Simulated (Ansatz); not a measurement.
# Run report: PtC₁₈, geometry relaxation (part 2 of 2)

PtC₁₈ (slab, 19 atoms in the cell); DFT PBEsol, scalar-relativistic, plane waves, PAW, no spin polarisation (Ansatz 0.2.0); cutoff 420 eV, 2×2×1 k-mesh, Gaussian smearing of 0.02 eV. It belongs to a series of runs on one base structure; here: end point A relaxed.

Geometry of the input (Å; fractional positions):
```
7.3980  0.0000  0.0000
-3.6990  6.4069  0.0000
0.0000  0.0000  12.0000
C  0.0000  0.0000  0.0833
C  0.2222  0.1111  0.0833
C  0.0000  0.3333  0.0833
C  0.2222  0.4444  0.0833
C  -0.0000  0.6667  0.0833
C  0.2222  0.7778  0.0833
C  0.3333  0.0000  0.0833
C  0.5556  0.1111  0.0833
C  0.3333  0.3333  0.0833
C  0.5556  0.4444  0.0833
C  0.3333  0.6667  0.0833
C  0.5556  0.7778  0.0833
C  0.6667  0.0000  0.0833
C  0.8889  0.1111  0.0833
C  0.6667  0.3333  0.0833
C  0.8889  0.4444  0.0833
C  0.6667  0.6667  0.0833
C  0.8889  0.7778  0.0833
Pt 0.8325  0.3523  0.2575
```

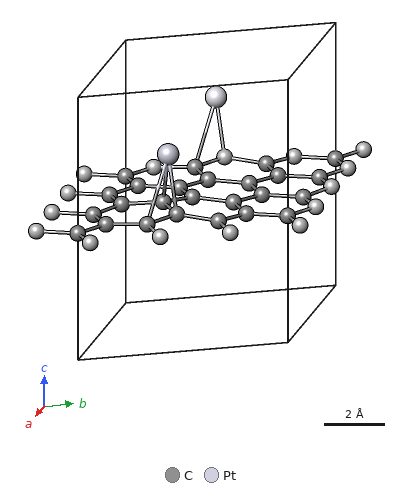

Fig. 1: The geometry at step 4 of the log (ball-and-stick view of the cell of the calculation, with the vacuum cut short, seen slightly off an axis; neighbours outside the cell are drawn fainter).

**What the program printed, continued**
```
SCF iter   1: F=—  HF=-16819.709035 eV  |F-HF|=—  |Δ(HF+E_count)|=         —  Δρ=6.72e-4  dr2=1.55e-3  ethr=1.40e-5  ⟨swp⟩=3.0  Hψ=535  notcnv=0  defer=51
preconditioner: auto → Resta (q_TF=auto, 2.007 Å⁻¹)  ε∞=2.2  [insulator: Δε(μ)=0.285 eV  Ē_g=13.001 eV  σ=0.020 eV  W_gap=1.00  n_scr=84 (ndim 8)  ℏωp=14.1 eV  f_vac=0.640  D(μ)=0.00/eV (n_scr^D=0)  ε∞_Penn≈2.2  vacuum switching on, ρ_ref=1.2e-2 e/Å³]
SCF iter   2: F=—  HF=-16819.708567 eV  |F-HF|=—  |Δ(HF+E_count)|=   4.68e-4  Δρ=2.92e-4  dr2=2.36e-4  ethr=1.72e-6  ⟨swp⟩=2.0  Hψ=380  notcnv=0  defer=51
SCF iter   3: F=—  HF=-16819.708549 eV  |F-HF|=—  |Δ(HF+E_count)|=   1.86e-5  Δρ=1.70e-4  dr2=3.40e-4  ethr=2.62e-7  ⟨swp⟩=2.0  Hψ=381  notcnv=0  defer=51
SCF iter   4: F=—  HF=-16819.708494 eV  |F-HF|=—  |Δ(HF+E_count)|=   5.49e-5  Δρ=5.00e-5  dr2=1.07e-5  ethr=2.62e-7  ⟨swp⟩=2.0  Hψ=248  notcnv=0  defer=51
SCF iter   5: F=—  HF=-16819.708526 eV  |F-HF|=—  |Δ(HF+E_count)|=   3.23e-5  Δρ=1.70e-5  dr2=9.08e-7  ethr=1.19e-8  ⟨swp⟩=2.0  Hψ=301  notcnv=0  defer=51
SCF iter   6: F=-16819.708526 eV  HF=-16819.708526 eV  |F-HF|=3.29e-8  |Δ(HF+E_count)|=   1.72e-7  Δρ=3.43e-6  dr2=8.60e-8  ethr=1.11e-10  ⟨swp⟩=4.0  Hψ=1018  notcnv=0
SCF 7 converged in 6 iterations: F = -16819.708526 eV  dr2 = 8.60e-8
relax step   7: F+E_penalty+E_count = -16819.70852615 eV  Δ(F+E_penalty+E_count) = -4.636e-4 eV  max|allowed force component| = 6.617e-2 eV/Å  Δτ_max = 0.0086 Å  (6 SCF iters, accepted)
SCF iter   1: F=—  HF=-16819.708738 eV  |F-HF|=—  |Δ(HF+E_count)|=         —  Δρ=1.88e-4  dr2=1.27e-4  ethr=1.17e-6  ⟨swp⟩=2.0  Hψ=516  notcnv=0  defer=51
preconditioner: auto → Resta (q_TF=auto, 2.007 Å⁻¹)  ε∞=2.2  [insulator: Δε(μ)=0.296 eV  Ē_g=13.002 eV  σ=0.020 eV  W_gap=1.00  n_scr=84 (ndim 8)  ℏωp=14.1 eV  f_vac=0.640  D(μ)=0.00/eV (n_scr^D=0)  ε∞_Penn≈2.2  vacuum switching on, ρ_ref=1.2e-2 e/Å³]
SCF iter   2: F=—  HF=-16819.708710 eV  |F-HF|=—  |Δ(HF+E_count)|=   2.84e-5  Δρ=8.41e-5  dr2=2.94e-5  ethr=1.41e-7  ⟨swp⟩=3.0  Hψ=457  notcnv=0  defer=51
SCF iter   3: F=—  HF=-16819.708726 eV  |F-HF|=—  |Δ(HF+E_count)|=   1.67e-5  Δρ=5.50e-5  dr2=3.32e-5  ethr=3.27e-8  ⟨swp⟩=2.5  Hψ=389  notcnv=0  defer=51
SCF iter   4: F=—  HF=-16819.708721 eV  |F-HF|=—  |Δ(HF+E_count)|=   4.92e-6  Δρ=1.07e-5  dr2=5.20e-7  ethr=3.27e-8  ⟨swp⟩=2.0  Hψ=248  notcnv=0  defer=51
SCF iter   5: F=-16819.708721 eV  HF=-16819.708721 eV  |F-HF|=4.22e-8  |Δ(HF+E_count)|=   3.75e-9  Δρ=3.96e-6  dr2=8.21e-8  ethr=1.11e-10  ⟨swp⟩=5.0  Hψ=928  notcnv=0
SCF 8 converged in 5 iterations: F = -16819.708721 eV  dr2 = 8.21e-8
relax step   8: F+E_penalty+E_count = -16819.70872141 eV  Δ(F+E_penalty+E_count) = -1.953e-4 eV  max|allowed force component| = 3.041e-3 eV/Å  Δτ_max = 0.0019 Å  (5 SCF iters, accepted)
SCF converged after 5 iterations
Free energy (F): -16819.708721 eV
Harris-Foulkes:  -16819.708721 eV  (|F-HF|=4.22e-8)
Internal energy: -16819.708721 eV  (E = F + TS)
E sigma→0 (E₀):  -16819.708721 eV
Fermi energy:    -0.301387 eV
--- Per-component energies (eV) ---
  E_band       = -1221.442954
  E_kinetic    = 2276.264267
  E_local      = -22958.634465  (includes V_loc(G=0)·N_el)
  E_nonlocal   = 699.673058
  E_hartree    = 10271.630743
  E_xc         = -1114.075258
  E_vxc        = -1362.974081  (∫ρ·V_xc dr)
  E_paw        = -11036.873269  (= ΣΔE_a)
  E_vpaw       = -419.033538  (= ΣTr[D̂ρ^β])
  E_aug_tail   = 0.000336  (compensation charges beyond the density's cutoff)
  E_ewald      = 5041.639075
  E_core_change = 0.666790  (= ΣΔE_core)
  E_smearing   = -0.000000  (= −TS)
  E_closure    = 0.000000  (closes the sum)
  Σ components = -16819.708721   (vs F -16819.708721, Δ=0.00e0)
--- Forces (eV/Å), atoms counted from 1 ---
  atom   1  C      0.00014487    -0.00036149     0.00233480
  atom   2  C     -0.00139545    -0.00102175    -0.00057930
  atom   3  C     -0.00040223     0.00056611     0.00164172
  atom   4  C     -0.00086842     0.00172926    -0.00176521
  atom   5  C     -0.00184910     0.00018048     0.00068040
  atom   6  C      0.00251298    -0.00181034    -0.00225862
  atom   7  C     -0.00175418     0.00240027    -0.00124129
  atom   8  C      0.00094485    -0.00079064     0.00049207
  atom   9  C      0.00287087    -0.00149475    -0.00104098
  atom  10  C     -0.00016410     0.00089799     0.00116062
  atom  11  C      0.00222347     0.00065164    -0.00007662
  atom  12  C     -0.00134847     0.00073211     0.00239663
  atom  13  C      0.00180653     0.00008982     0.00013417
  atom  14  C     -0.00178358    -0.00130193    -0.00074813
  atom  15  C     -0.00303750    -0.00020832    -0.00202112
  atom  16  C      0.00215114    -0.00018058    -0.00135436
  atom  17  C      0.00186597     0.00038735    -0.00078827
  atom  18  C     -0.00162156    -0.00033613     0.00055587
  atom  19  Pt    -0.00022463    -0.00011952     0.00231842
  max |Σ_I F_I| component: 1.59e-4 eV/Å
--- Relaxed structure (8 steps of the walk, 8 accepted, 0 SCFs on fresh bases) ---
  F+E_penalty+E_count = -16819.70872141 eV   max|allowed force component| = 3.041e-3 eV/Å
  atoms:
    - { symbol: C, position: [0.0036054414462768055, -0.0015639710857147586, 0.07851269480450075] }
    - { symbol: C, position: [0.2248574855592719, 0.10906377250359721, 0.08059140527124893] }
    - { symbol: C, position: [0.00564716740953311, 0.330670060908831, 0.08528454618076506] }
    - { symbol: C, position: [0.2245215506015037, 0.4422710619592499, 0.08082426403599356] }
    - { symbol: C, position: [0.005651495942556817, 0.6682462006384201, 0.08529135455402527] }
    - { symbol: C, position: [0.2245225213154483, 0.7755258682262831, 0.08083251711470546] }
    - { symbol: C, position: [0.33679167568547463, -0.001596353185562002, 0.08083226883982951] }
    - { symbol: C, position: [0.5556657790289995, 0.10568232336792513, 0.08529844662141456] }
    - { symbol: C, position: [0.33678422553056064, 0.3316556213205957, 0.08082647669253114] }
    - { symbol: C, position: [0.555661911048916, 0.4432477464927242, 0.08529438143849744] }
    - { symbol: C, position: [0.33645211501425043, 0.6648631998587666, 0.08058839739842649] }
    - { symbol: C, position: [0.557707155449882, 0.7754851397304978, 0.07851391556087095] }
    - { symbol: C, position: [0.6699332394846705, -0.0021681412272267736, 0.07990641985490032] }
    - { symbol: C, position: [0.8913799341924469, 0.10855336026789708, 0.07990583186269573] }
    - { symbol: C, position: [0.6665560292594557, 0.32990971917349926, 0.09830654746682121] }
    - { symbol: C, position: [0.8947630978857974, 0.4440177661149627, 0.09829483117140933] }
    - { symbol: C, position: [0.6699319180131535, 0.6653678419695016, 0.07990830562180379] }
    - { symbol: C, position: [0.8913788792740556, 0.7760915598971955, 0.07990215911145623] }
    - { symbol: Pt, position: [0.780699077857746, 0.3869804230685559, 0.25858463639810414] }
```

**Trajectory as extended XYZ (Å, eV, eV/Å), 8 frames, from step=1 to step=8**
```
19
Lattice="7.3980 0.0000 0.0000 -3.6990 6.4069 0.0000 0.0000 0.0000 12.0000" Properties=species:S:1:pos:R:3:forces:R:3 step=1 energy=-16819.19482
C     0.0000    0.0000    1.0000   -0.0376   0.3572  -0.0113
C     1.2330    0.7119    1.0000   -0.0431  -0.2908   0.0250
C    -1.2330    2.1356    1.0000    0.9719  -0.1316   0.6498
C     0.0000    2.8475    1.0000    0.1049  -0.0761  -0.1082
C    -2.4660    4.2712    1.0000    0.1389   1.2884  -0.0630
C    -1.2330    4.9831    1.0000   -0.1112  -0.4412  -0.0797
C     2.4660    0.0000    1.0000    0.1895   0.4539  -0.0285
C     3.6990    0.7119    1.0000   -0.2745  -0.9650  -0.2385
C     1.2330    2.1356    1.0000    0.1623   0.2710  -0.0466
C     2.4660    2.8475    1.0000   -0.5161  -0.0763  -0.0995
C     0.0000    4.2712    1.0000   -0.0052   0.1743  -0.0448
C     1.2330    4.9831    1.0000   -0.0570  -0.2132   0.0109
C     4.9320    0.0000    1.0000    0.1434   0.1265  -0.3124
C     6.1650    0.7119    1.0000    0.0463  -0.8831  -0.2618
C     3.6990    2.1356    1.0000   -0.7522  -0.2168   0.9616
C     4.9320    2.8475    1.0000    0.0795   0.1707   1.3469
C     2.4660    4.2712    1.0000    0.1541   0.2481  -0.0647
C     3.6990    4.9831    1.0000   -0.1143  -0.3511  -0.0942
Pt    4.8557    2.2572    3.0900   -0.0798   0.5551  -1.5423
19
Lattice="7.3980 0.0000 0.0000 -3.6990 6.4069 0.0000 0.0000 0.0000 12.0000" Properties=species:S:1:pos:R:3:forces:R:3 step=2 energy=-16819.49685
C     0.0013   -0.0057    0.9741    0.0308   0.2045   0.0300
C     1.2340    0.7037    0.9969   -0.0491  -0.2027  -0.0487
C    -1.2224    2.1265    1.0756    0.4197  -0.2240   0.0155
C     0.0053    2.8407    1.0092   -0.0247  -0.0151   0.0469
C    -2.4641    4.2815    1.0096    0.1105   0.6914  -0.1616
C    -1.2304    4.9778    0.9764   -0.1971  -0.2861  -0.0119
C     2.4674   -0.0055    0.9786    0.1315   0.3026   0.0333
C     3.6979    0.6954    0.9932   -0.0834  -0.3757  -0.1384
C     1.2341    2.1293    0.9990    0.1562   0.1956   0.0543
C     2.4594    2.8412    1.0173   -0.3284  -0.0109   0.0376
C     0.0012    4.2648    0.9784    0.0648   0.0237  -0.0306
C     1.2336    4.9729    0.9522   -0.0549  -0.1737  -0.0441
C     4.9339   -0.0112    0.9439    0.0743   0.3090   0.0453
C     6.1673    0.6962    0.9822   -0.1051  -0.2834  -0.0803
C     3.6907    2.1264    1.0920   -0.1930  -0.3202   0.3502
C     4.9340    2.8502    1.0814    0.0957   0.0860   0.6297
C     2.4668    4.2658    0.9773    0.0641   0.0565  -0.0265
C     3.6975    4.9783    0.9745    0.0157  -0.2059  -0.0274
Pt    4.8392    2.3771    3.0781   -0.1276   0.2289  -0.6733
19
Lattice="7.3980 0.0000 0.0000 -3.6990 6.4069 0.0000 0.0000 0.0000 12.0000" Properties=species:S:1:pos:R:3:forces:R:3 step=3 energy=-16819.54983
C     0.0038   -0.0081    0.9629    0.0804  -0.0110  -0.0244
C     1.2365    0.6979    0.9936   -0.0574  -0.0397   0.0553
C    -1.2136    2.1174    1.0930    0.1221  -0.0253  -0.1985
C     0.0098    2.8350    1.0247   -0.1734   0.0141  -0.0271
C    -2.4602    4.2913    0.9844    0.0752   0.0180   0.0012
C    -1.2289    4.9735    0.9533   -0.0708  -0.0572  -0.0140
C     2.4715   -0.0071    0.9697    0.0576   0.0577  -0.0450
C     3.6999    0.6845    0.9920   -0.0690  -0.0342   0.0650
C     1.2376    2.1263    1.0229    0.1204   0.0120  -0.0347
C     2.4555    2.8357    1.0481   -0.1269   0.0548  -0.0051
C     0.0036    4.2586    0.9685    0.0729  -0.0053   0.0139
C     1.2353    4.9651    0.9360   -0.0464  -0.0213   0.0431
C     4.9368   -0.0143    0.9388    0.0523   0.0222  -0.0530
C     6.1685    0.6869    0.9772   -0.0753   0.0728   0.0650
C     3.6883    2.1153    1.1408    0.1388  -0.0865   0.0742
C     4.9383    2.8529    1.1126    0.1705   0.1112  -0.3903
C     2.4696    4.2603    0.9732    0.0410   0.0013   0.0007
C     3.6995    4.9747    0.9534   -0.0672  -0.0041  -0.0195
Pt    4.7951    2.4594    3.0450   -0.2445  -0.0799   0.4954
19
Lattice="7.3980 0.0000 0.0000 -3.6990 6.4069 0.0000 0.0000 0.0000 12.0000" Properties=species:S:1:pos:R:3:forces:R:3 step=4 energy=-16819.62888
C     0.0163   -0.0087    0.9495    0.0086  -0.1052   0.0388
C     1.2461    0.6952    0.9923   -0.0161   0.2000  -0.0796
C    -1.1969    2.1157    1.0685   -0.0819   0.1003  -0.3229
C     0.0154    2.8330    0.9995   -0.1407  -0.0314   0.0181
C    -2.4457    4.2947    0.9778   -0.0688  -0.4070   0.0732
C    -1.2207    4.9707    0.9402    0.1176   0.1112   0.0258
C     2.4838   -0.0068    0.9643   -0.0054  -0.1148   0.0354
C     3.7076    0.6776    1.0129    0.0213   0.1003  -0.0227
C     1.2505    2.1268    1.0101    0.0047  -0.2132   0.0229
C     2.4593    2.8354    1.0536    0.0948   0.0413  -0.0192
C     0.0149    4.2570    0.9591   -0.0147   0.0165  -0.0001
C     1.2442    4.9628    0.9353   -0.0375   0.1411  -0.0302
C     4.9486   -0.0148    0.9381    0.0079  -0.1613   0.1109
C     6.1773    0.6866    0.9738    0.0013   0.2561  -0.0005
C     3.6987    2.1098    1.1773    0.2195   0.2104   0.2060
C     4.9546    2.8551    1.1299    0.2023  -0.1853   0.2854
C     2.4803    4.2598    0.9674    0.0749  -0.0287  -0.0094
C     3.7083    4.9736    0.9403   -0.0739   0.0747   0.0348
Pt    4.6041    2.4818    3.1003   -0.3151  -0.0057  -0.3686
19
Lattice="7.3980 0.0000 0.0000 -3.6990 6.4069 0.0000 0.0000 0.0000 12.0000" Properties=species:S:1:pos:R:3:forces:R:3 step=5 energy=-16819.69567
C     0.0290   -0.0088    0.9468   -0.1126  -0.0490   0.0029
C     1.2562    0.6968    0.9813    0.0654   0.1825  -0.0564
C    -1.1846    2.1193    1.0225   -0.1415   0.0025  -0.0547
C     0.0212    2.8337    0.9721    0.1185  -0.0023   0.0186
C    -2.4323    4.2878    0.9987   -0.1618  -0.2168   0.0512
C    -1.2107    4.9693    0.9523    0.1321   0.1315   0.0129
C     2.4957   -0.0073    0.9687   -0.0937  -0.1575   0.0208
C     3.7170    0.6765    1.0241    0.0907   0.0551  -0.0190
C     1.2631    2.1269    0.9902   -0.1985  -0.1843  -0.0020
C     2.4659    2.8381    1.0486    0.2467   0.0733  -0.0567
C     0.0272    4.2591    0.9592   -0.0979   0.0032   0.0045
C     1.2539    4.9662    0.9419    0.0537   0.1077  -0.0205
C     4.9614   -0.0134    0.9507   -0.1034  -0.1388   0.0701
C     6.1867    0.6934    0.9631    0.1742   0.1257  -0.0474
C     3.7108    2.1107    1.1902   -0.0508   0.1974   0.0364
C     4.9717    2.8507    1.1507    0.0758  -0.1432   0.3099
C     2.4919    4.2626    0.9682   -0.0504  -0.0783  -0.0102
C     3.7180    4.9733    0.9516    0.1054   0.0486   0.0345
Pt    4.4047    2.4704    3.1091   -0.0532   0.0413  -0.2953
19
Lattice="7.3980 0.0000 0.0000 -3.6990 6.4069 0.0000 0.0000 0.0000 12.0000" Properties=species:S:1:pos:R:3:forces:R:3 step=6 energy=-16819.70806
C     0.0320   -0.0106    0.9413   -0.0146  -0.0007  -0.0033
C     1.2588    0.6979    0.9673    0.0407   0.0328  -0.0072
C    -1.1816    2.1190    1.0230   -0.0130  -0.0248   0.0206
C     0.0248    2.8341    0.9671   -0.0078   0.0005   0.0032
C    -2.4297    4.2810    1.0226   -0.0301   0.0108   0.0146
C    -1.2075    4.9687    0.9677    0.0100  -0.0185  -0.0065
C     2.4974   -0.0106    0.9689   -0.0128   0.0305   0.0064
C     3.7197    0.6772    1.0250    0.0199  -0.0074   0.0085
C     1.2637    2.1250    0.9688    0.0423  -0.0300   0.0034
C     2.4710    2.8390    1.0239   -0.0003   0.0290   0.0151
C     0.0308    4.2604    0.9639   -0.0454  -0.0191   0.0108
C     1.2578    4.9684    0.9400    0.0211   0.0229  -0.0035
C     4.9649   -0.0134    0.9583   -0.0683  -0.0260   0.0059
C     6.1924    0.6950    0.9585    0.0397   0.0551   0.0013
C     3.7110    2.1136    1.1874   -0.0622  -0.0300  -0.0641
C     4.9764    2.8446    1.1857    0.0658   0.0282  -0.0673
C     2.4957    4.2629    0.9569   -0.0528  -0.0538   0.0091
C     3.7230    4.9719    0.9568    0.0702   0.0023   0.0121
Pt    4.3461    2.4811    3.1069   -0.0010  -0.0022   0.0441
19
Lattice="7.3980 0.0000 0.0000 -3.6990 6.4069 0.0000 0.0000 0.0000 12.0000" Properties=species:S:1:pos:R:3:forces:R:3 step=7 energy=-16819.70853
C     0.0321   -0.0102    0.9427    0.0411   0.0220   0.0021
C     1.2604    0.6990    0.9674   -0.0350  -0.0206  -0.0025
C    -1.1817    2.1183    1.0235    0.0265   0.0269  -0.0053
C     0.0251    2.8339    0.9704   -0.0169  -0.0283   0.0001
C    -2.4306    4.2814    1.0227    0.0466   0.0006  -0.0005
C    -1.2075    4.9686    0.9692   -0.0355   0.0004   0.0033
C     2.4972   -0.0101    0.9695    0.0281  -0.0007   0.0026
C     3.7202    0.6772    1.0232   -0.0351  -0.0104  -0.0026
C     1.2646    2.1247    0.9708    0.0116   0.0219  -0.0003
C     2.4713    2.8402    1.0244   -0.0199  -0.0293  -0.0051
C     0.0292    4.2595    0.9674    0.0401   0.0218  -0.0037
C     1.2576    4.9687    0.9430   -0.0415  -0.0293   0.0000
C     4.9636   -0.0142    0.9589    0.0608   0.0331   0.0003
C     6.1934    0.6957    0.9592   -0.0575  -0.0361  -0.0011
C     3.7108    2.1136    1.1788    0.0063   0.0068   0.0029
C     4.9768    2.8447    1.1779   -0.0060   0.0026   0.0083
C     2.4943    4.2625    0.9598    0.0544   0.0428  -0.0015
C     3.7242    4.9726    0.9593   -0.0662  -0.0245  -0.0036
Pt    4.3457    2.4791    3.1019   -0.0018   0.0003   0.0064
19
Lattice="7.3980 0.0000 0.0000 -3.6990 6.4069 0.0000 0.0000 0.0000 12.0000" Properties=species:S:1:pos:R:3:forces:R:3 step=8 energy=-16819.70872
C     0.0325   -0.0100    0.9422    0.0001  -0.0004   0.0023
C     1.2601    0.6988    0.9671   -0.0014  -0.0010  -0.0006
C    -1.1814    2.1186    1.0234   -0.0004   0.0006   0.0016
C     0.0250    2.8336    0.9699   -0.0009   0.0017  -0.0018
C    -2.4300    4.2814    1.0235   -0.0018   0.0002   0.0007
C    -1.2077    4.9687    0.9700    0.0025  -0.0018  -0.0023
C     2.4975   -0.0102    0.9700   -0.0018   0.0024  -0.0012
C     3.7199    0.6771    1.0236    0.0009  -0.0008   0.0005
C     1.2647    2.1249    0.9699    0.0029  -0.0015  -0.0010
C     2.4712    2.8398    1.0235   -0.0002   0.0009   0.0012
C     0.0297    4.2597    0.9671    0.0022   0.0007  -0.0001
C     1.2574    4.9684    0.9422   -0.0013   0.0007   0.0024
C     4.9642   -0.0139    0.9589    0.0018   0.0001   0.0001
C     6.1929    0.6955    0.9589   -0.0018  -0.0013  -0.0007
C     3.7108    2.1137    1.1797   -0.0030  -0.0002  -0.0020
C     4.9770    2.8448    1.1795    0.0022  -0.0002  -0.0014
C     2.4950    4.2629    0.9589    0.0019   0.0004  -0.0008
C     3.7237    4.9723    0.9588   -0.0016  -0.0003   0.0006
Pt    4.3442    2.4793    3.1030   -0.0002  -0.0001   0.0023
```

**Key numbers**

```csv
quantity,value
outcome,converged
electrons treated,90
free energy,−16819.7087 eV
Fermi energy,−0.301 eV
final volume,568.78 Å³
largest force (length of the vector) at the end,0.004 eV/Å
hardware,"1 thread of Arm Neoverse V1, 24 GiB of memory available, shared host"
wall time,52 s
peak memory,0.66 GiB
```

**Remarks**

Spin–orbit coupling is left out, which matters for Pt. The k-point mesh is coarse for a cell of this size, so the results may not be converged.
